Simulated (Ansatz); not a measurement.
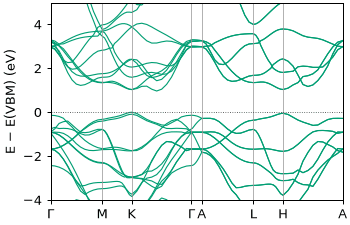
Figure: Band structure from the program Ansatz at the PBE level (PAW)

Problem. Read off the gap and where the band edges lie.

Solution. About 1.0 eV (0.97 eV by a search for the band edges); maximum at K, minimum on the K–Γ line, 42 % of the way from K.

The material is Te2Mo in space group P6_3/mmc (No. 194; Te on 4f, Mo on 2c).

The PBE relaxation kept the symmetry of its start. The run is not spin-polarised. A crystal of weakly bound layers computed without a dispersion correction: the cell and the soft elastic constants depend strongly on that. Spin–orbit coupling is left out wherever it is not named.

Potentials: the later of the program's two PAW sets.
